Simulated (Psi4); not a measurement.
# CH6Al− (SMILES [CH3][AlH3-]) at 5 levels

Aim: a comparison of 5 runs (HF/cc-pVDZ, HF/6-311G**, SVWN5/pcseg-1, M11-L/6-31G**, PBE0/def2-TZVP) of CH6Al−. 

Program for the calculation: Psi4 1.11.

3 further runs of the same task are left out: 2 that didn't finish, 1 set aside as unsound or not needed.

### 1 The molecule

CH6Al− has 8 atoms, charge -1, and is taken as a singlet. SMILES: `[CH3][AlH3-]`. The shape comes from GFN2-xTB, which is rough for such elements, and wasn't checked as a minimum.

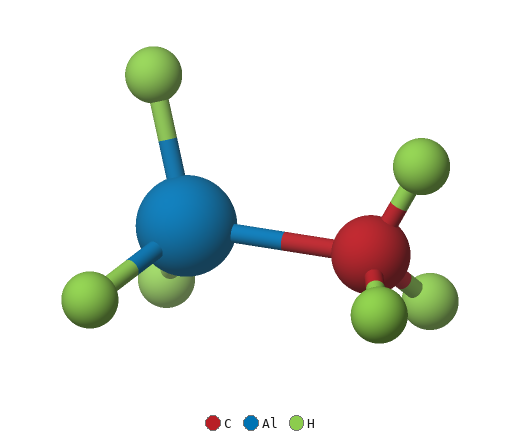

Viewed from a chosen angle; carbon red, aluminium blue, hydrogen green.

### 2 Energy and forces at HF/cc-pVDZ (run 1)

File job.in:

```
memory 1.6 GB

molecule {
  -1 1
  C
  Al 1 2.052855
  H 1 1.100761 2 113.59389
  H 1 1.100807 3 105.11351 2 124.59202
  H 1 1.100749 3 105.14049 4 110.65843
  H 2 1.6268 1 109.96415 5 0.08246
  H 2 1.626835 6 109.01092 1 120.5658
  H 2 1.62725 6 109.0047 7 118.84164
  units angstrom
  symmetry c1
  no_reorient
  no_com
}

set {
  basis cc-pVDZ
  reference rhf
  puream true
  e_convergence 1e-09
  d_convergence 1e-08
  scf_type pk
}

e, wfn = gradient("scf", return_wfn=True)
oeprop(wfn, "WIBERG_LOWDIN_INDICES", "MULLIKEN_CHARGES", "LOWDIN_CHARGES", title="SCF")
```

Run with:

```
psi4 -n 1 job.in job.out
```

job.out:

```text
[...]
  Running in c1 symmetry.
[...]
  Nuclear repulsion =   55.134488054664843
[...]
  Multiplicity = 1
[...]
  Nalpha       = 13
  Nbeta        = 13
[...]
    Number of basis functions: 62
[...]
   @RHF iter   1:  -283.17070723747435   -8.45882e-01   6.19982e-03 ADIIS/DIIS
[...]
   @RHF iter  10:  -283.27106445897454   -1.19371e-12   1.75986e-09 DIIS
[...]
  @RHF Final Energy:  -283.27106445897454
   => Energetics <=
    Nuclear Repulsion Energy =             55.1344880546648426
    One-Electron Energy =                -506.7872525194224522
    Two-Electron Energy =                 168.3817000057831024
    Total Energy =                       -283.2710644589745357
[...]
 Multipole Moments:
 ------------------------------------------------------------------------------------
     Multipole            Electronic (a.u.)      Nuclear  (a.u.)        Total (a.u.)
 ------------------------------------------------------------------------------------
 L = 1.  Multiply by 2.5417464519 to convert [e a0] to [Debye]
 Dipole X            :          0.0032188           -0.0026003            0.0006185
 Dipole Y            :         -0.0005136           -0.0007195           -0.0012332
 Dipole Z            :          1.0593263           -2.2679993           -1.2086730
 Magnitude           :                                                    1.2086738
[...]
  -Total Gradient:
     Atom            X                  Y                   Z
    ------   -----------------  -----------------  -----------------
       1        0.000083214168     0.000078104959     0.009038338115
       2        0.000012238369    -0.000136465972     0.003521512602
       3       -0.000031909892    -0.001660051529    -0.002001995178
       4        0.001418637865     0.000812942298    -0.001954589547
       5       -0.001459905966     0.000806787220    -0.001971716678
       6       -0.005664718316     0.003274689113    -0.002216555351
       7        0.005657048584     0.003287153862    -0.002219262912
       8       -0.000014604812    -0.006463159952    -0.002195731049
[...]
  Mulliken Charges: (a.u.)
   Center  Symbol    Alpha    Beta     Spin     Total
       1     C     3.17809  3.17809  0.00000 -0.35619
       2    AL     6.28164  6.28164  0.00000  0.43672
       3     H     0.51170  0.51170  0.00000 -0.02341
       4     H     0.51167  0.51167  0.00000 -0.02334
       5     H     0.51171  0.51171  0.00000 -0.02343
       6     H     0.66837  0.66837  0.00000 -0.33673
       7     H     0.66838  0.66838  0.00000 -0.33677
       8     H     0.66842  0.66842  0.00000 -0.33684
   Total alpha = 13.00000, Total beta = 13.00000, Total charge = -1.00000
[...]
```

Run time: 4.5 s. Hardware: 1 thread of INTEL XEON PLATINUM 8581C at 2.30GHz (Emerald Rapids), shared host; peak memory 0.3 GiB.

### 3 Energy and forces at HF/6-311G(d,p) (run 2)

File ch6al.xyz:

```xyz
8
CH6Al
C     -0.185370     0.110880    -1.047660
Al     0.169610    -0.101930     0.963040
H     -0.521810    -0.816370    -1.536220
H      0.700640     0.430360    -1.617480
H     -0.960790     0.856480    -1.281010
H     -0.795660     0.899680     1.806550
H      1.722010     0.255820     1.292680
H     -0.128620    -1.634930     1.420110
```

File ch6al.py:

```python
import psi4

psi4.set_memory(1600000000)
psi4.set_num_threads(1)
psi4.set_output_file('run.log', False)

with open('ch6al.xyz') as f:
    atoms = ''.join(f.readlines()[2:])
m = psi4.geometry('-1 1\n' + atoms + 'symmetry c1\nno_reorient\nno_com')

psi4.set_options({
    'puream': True,
    'e_convergence': 1e-09,
    'd_convergence': 1e-08,
    'scf_type': 'pk',
})

result, w = psi4.gradient('hf/6-311G**', return_wfn=True)
psi4.oeprop(w, 'WIBERG_LOWDIN_INDICES', 'MAYER_INDICES', 'QUADRUPOLE')
print('gradient / Eh bohr^-1')
print(result.np.round(6))
print(f'energy = {w.energy():.10f} Eh')
```

Run with:

```
python ch6al.py
```

run.log:

```text
[...]
  Running in c1 symmetry.
[...]
  Nuclear repulsion =   55.134487672502544
[...]
  Multiplicity = 1
[...]
  Nalpha       = 13
  Nbeta        = 13
[...]
    Number of basis functions: 80
[...]
   @RHF iter   1:  -283.17472311848661   -8.42556e-01   5.41676e-03 DIIS/ADIIS
[...]
   @RHF iter  10:  -283.29114353445129   -1.72236e-11   4.98621e-09 DIIS
[...]
  @RHF Final Energy:  -283.29114353445129
   => Energetics <=
    Nuclear Repulsion Energy =             55.1344876725025443
    One-Electron Energy =                -506.8069217191842881
    Two-Electron Energy =                 168.3812905122304073
    Total Energy =                       -283.2911435344513507
[...]
  -Total Gradient:
     Atom            X                  Y                   Z
    ------   -----------------  -----------------  -----------------
       1        0.001802889953    -0.001202967871     0.010820276642
       2        0.001111305951    -0.000515863200     0.006177413470
       3       -0.001311976795    -0.002087897962    -0.003990561267
       4        0.001810678102     0.001111123618    -0.004142601624
       5       -0.002429378106     0.002210799131    -0.003304326153
       6        0.003334020698    -0.003461802154    -0.002889003448
       7       -0.005348890832    -0.001256298875    -0.001126810842
       8        0.001031351028     0.005202907313    -0.001544386773
[...]
 Multipole Moments:
 ------------------------------------------------------------------------------------
     Multipole            Electronic (a.u.)      Nuclear  (a.u.)        Total (a.u.)
 ------------------------------------------------------------------------------------
 L = 1.  Multiply by 2.5417464519 to convert [e a0] to [Debye]
 Dipole X            :         -2.4083123            2.0947236           -0.3135887
 Dipole Y            :          1.4533788           -1.2637921            0.1895867
 Dipole Z            :        -13.7172363           11.9396487           -1.7775876
 Magnitude           :                                                    1.8149652
 L = 2.  Multiply by 1.3450342976 to convert [e a0^2] to [Debye ang]
 Quadrupole XX       :        -45.2928000           21.0028117          -24.2899883
 Quadrupole XY       :          1.9034259           -1.8158205            0.0876054
[...]
```

Standard output:

```text
gradient / Eh bohr^-1
[[ 0.001803 -0.001203  0.01082 ]
 [ 0.001111 -0.000516  0.006177]
 [-0.001312 -0.002088 -0.003991]
 [ 0.001811  0.001111 -0.004143]
 [-0.002429  0.002211 -0.003304]
 [ 0.003334 -0.003462 -0.002889]
 [-0.005349 -0.001256 -0.001127]
 [ 0.001031  0.005203 -0.001544]]
energy = -283.2911435345 Eh
```

Wall time 3.3 s (1 thread of INTEL XEON PLATINUM 8581C at 2.30GHz (Emerald Rapids), shared host); peak memory 0.27 GiB.

Run 3 isn't shown in full; the table further down has it.

### 4 Energy and gradient at M11-L/6-31G(d,p) (density fitting, Cartesian functions) (run 4)

File ch6al.in:

```
memory 1600 mb

molecule mol {
  -1 1
  C
  Al 1 R2
  H 1 R3 2 A3
  H 1 R4 3 A4 2 D4
  H 1 R5 3 A5 4 D5
  H 2 R6 1 A6 5 D6
  H 2 R7 6 A7 1 D7
  H 2 R8 6 A8 7 D8

  R2 = 2.052855
  R3 = 1.100761
  A3 = 113.59389
  R4 = 1.100807
  A4 = 105.11351
  D4 = 124.59202
  R5 = 1.100749
  A5 = 105.14049
  D5 = 110.65843
  R6 = 1.6268
  A6 = 109.96415
  D6 = 0.08246
  R7 = 1.626835
  A7 = 109.01092
  D7 = 120.5658
  R8 = 1.62725
  A8 = 109.0047
  D8 = 118.84164
  units angstrom
}

set {
  basis 6-31G**
}

gradient('m11-l')
print_variables()
```

Run with:

```
psi4 -n 1 ch6al.in ch6al.out
```

ch6al.out:

```text
[...]
  Running in c1 symmetry.
[...]
  Nuclear repulsion =   55.134488054664843
[...]
  Multiplicity = 1
[...]
  Nalpha       = 13
  Nbeta        = 13
[...]
    Number of basis functions: 64
[...]
   @DF-RKS iter   1:  -283.70243421840041   -3.08450e-01   1.22773e-02 ADIIS/DIIS
[...]
   @DF-RKS iter  12:  -284.11792994101631   -1.81899e-12   5.84209e-09 DIIS
[...]
    Orbital Energies [Eh]
    ---------------------
    Doubly Occupied:
       1A    -56.113035     2A    -10.119160     3A     -4.136094
       4A     -2.394015     5A     -2.394014     6A     -2.393882
       7A     -0.454948     8A     -0.160882     9A     -0.160832
      10A     -0.143196    11A     -0.038510    12A     -0.035470
      13A     -0.035413
[...]
  @DF-RKS Final Energy:  -284.11792994101631
   => Energetics <=
    Nuclear Repulsion Energy =             55.1344880546648426
    One-Electron Energy =                -507.3501699005609566
    Two-Electron Energy =                 194.7123084938967850
    DFT Exchange-Correlation Energy =     -26.6145565890169777
    Empirical Dispersion Energy =           0.0000000000000000
    VV10 Nonlocal Energy =                  0.0000000000000000
    Total Energy =                       -284.1179299410163139
[...]
 Multipole Moments:
 ------------------------------------------------------------------------------------
     Multipole            Electronic (a.u.)      Nuclear  (a.u.)        Total (a.u.)
 ------------------------------------------------------------------------------------
 L = 1.  Multiply by 2.5417464519 to convert [e a0] to [Debye]
 Dipole X            :          0.0030036           -0.0026003            0.0004033
 Dipole Y            :         -0.0002249           -0.0007195           -0.0009444
 Dipole Z            :          1.2010631           -2.2679993           -1.0669362
 Magnitude           :                                                    1.0669367
[...]
  -Total Gradient:
     Atom            X                  Y                   Z
    ------   -----------------  -----------------  -----------------
       1       -0.000015947430     0.000048880421    -0.013547139325
       2        0.000061705039    -0.000126065168     0.005388002802
       3       -0.000076560269    -0.004763027165     0.001938564801
       4        0.004017793108     0.002391547360     0.001986765489
       5       -0.004176753552     0.002332652168     0.001868917361
       6        0.000940626657    -0.000430864139     0.000793446332
       7       -0.001011230124    -0.000573398576     0.000965453988
       8        0.000056709273     0.001321512055     0.000810909875
[...]
```

Run time: 8.7 s. Hardware: 1 thread of INTEL XEON PLATINUM 8581C at 2.30GHz (Emerald Rapids), shared host; peak memory 0.9 GiB.

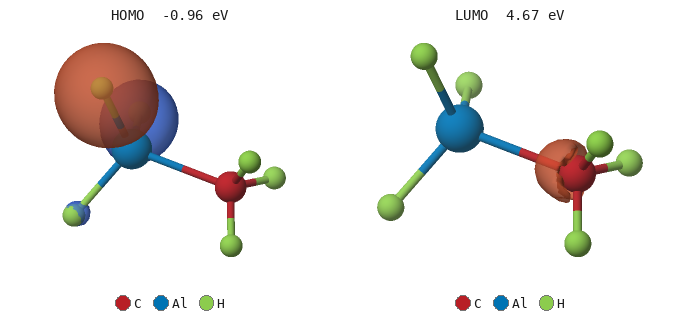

Frontier orbitals of this run, surfaces at ±0.2 Å^-3/2.

### 5 A single-point energy at PBE0/def2-TZVP (run 5)

File input.in:

```
memory 1600 mb

molecule m {
  -1 1
  C     -0.185370     0.110880    -1.047660
  Al     0.169610    -0.101930     0.963040
  H     -0.521810    -0.816370    -1.536220
  H      0.700640     0.430360    -1.617480
  H     -0.960790     0.856480    -1.281010
  H     -0.795660     0.899680     1.806550
  H      1.722010     0.255820     1.292680
  H     -0.128620    -1.634930     1.420110
  units angstrom
  symmetry c1
  no_reorient
  no_com
}

set {
  basis                def2-TZVP
  puream               true
  e_convergence        1e-09
  d_convergence        1e-08
  scf_type             pk
  dft_radial_points    99
  dft_spherical_points 590
}

E, wfn = energy("pbe0", return_wfn=True)
oeprop(wfn, "QUADRUPOLE", "MULLIKEN_CHARGES", "DIPOLE", title="PBE0")
```

Run with:

```
psi4 -i input.in -o input.out -n 1
```

input.out:

```text
[...]
  Running in c1 symmetry.
[...]
  Nuclear repulsion =   55.134487672502544
[...]
  Multiplicity = 1
[...]
  Nalpha       = 13
  Nbeta        = 13
[...]
    Number of basis functions: 104
[...]
   @RKS iter   1:  -283.66808953925340   -4.27535e-01   7.72202e-03 DIIS/ADIIS
[...]
   @RKS iter  10:  -284.01250197795912   -8.07177e-12   3.20859e-09 DIIS
[...]
  @RKS Final Energy:  -284.01250197795912
   => Energetics <=
    Nuclear Repulsion Energy =             55.1344876725025443
    One-Electron Energy =                -507.1117057485668056
    Two-Electron Energy =                 187.8848975956131255
    DFT Exchange-Correlation Energy =     -19.9201814975079721
    Empirical Dispersion Energy =           0.0000000000000000
    VV10 Nonlocal Energy =                  0.0000000000000000
    Total Energy =                       -284.0125019779591184
[...]
 Multipole Moments:
 ------------------------------------------------------------------------------------
     Multipole            Electronic (a.u.)      Nuclear  (a.u.)        Total (a.u.)
 ------------------------------------------------------------------------------------
 L = 1.  Multiply by 2.5417464519 to convert [e a0] to [Debye]
 Dipole X            :         -2.3993112            2.0947236           -0.3045876
 Dipole Y            :          1.4478607           -1.2637921            0.1840685
 Dipole Z            :        -13.6670538           11.9396487           -1.7274051
 Magnitude           :                                                    1.7636846
 L = 2.  Multiply by 1.3450342976 to convert [e a0^2] to [Debye ang]
 Quadrupole XX       :        -44.8786145           21.0028117          -23.8758027
 Quadrupole XY       :          1.9065176           -1.8158205            0.0906971
[...]
  Mulliken Charges: (a.u.)
   Center  Symbol    Alpha    Beta     Spin     Total
       1     C     3.32136  3.32136  0.00000 -0.64272
       2    AL     6.42950  6.42950  0.00000  0.14099
       3     H     0.45907  0.45907  0.00000  0.08186
       4     H     0.45901  0.45901  0.00000  0.08199
       5     H     0.45906  0.45906  0.00000  0.08187
       6     H     0.62397  0.62397  0.00000 -0.24794
       7     H     0.62398  0.62398  0.00000 -0.24796
       8     H     0.62405  0.62405  0.00000 -0.24809
   Total alpha = 13.00000, Total beta = 13.00000, Total charge = -1.00000
[...]
```

Wall time 16 s (1 thread of INTEL XEON PLATINUM 8581C at 2.30GHz (Emerald Rapids), shared host); peak memory 0.7 GiB.

### 6 The series

```tsv
run	level	task	integration grid	energy (Eh)	HOMO energy (eV)	LUMO energy (eV)	HOMO–LUMO gap (eV)	wall time
1	HF/cc-pVDZ	gradient	–	-283.271064	-5.12	8.58	13.70	4.5 s
2	HF/6-311G**	gradient	–	-283.291144	-5.26	6.91	12.17	3.3 s
3	SVWN5/pcseg-1	energy	99 radial × 590 angular	-282.662950	-0.91	4.55	5.46	6 s
4	M11-L/6-31G** (density fitting, Cartesian functions)	gradient	75 radial × 302 angular	-284.117930	-0.96	4.67	5.64	8.7 s
5	PBE0/def2-TZVP	energy	99 radial × 590 angular	-284.012502	-2.17	5.18	7.35	16 s
```

### 7 Summary of results

| quantity | value |
| --- | --- |
| run 5: total energy | -284.01250 Eh |
| run 5: HOMO energy | -2.17 eV |
| run 5: LUMO energy | 5.18 eV |
| run 5: HOMO–LUMO gap (to an unbound level, set by the basis) | 7.35 eV |

**Reading.** The HOMO–LUMO gap runs from 5.46 eV (SVWN5/pcseg-1) to 13.70 eV (HF/cc-pVDZ). The two ends differ in method and basis. The empty levels of an anion lie above zero and hang on the basis. Totals of different functionals can't be ranked against each other. All runs together took 38 s, the longest 16 s.
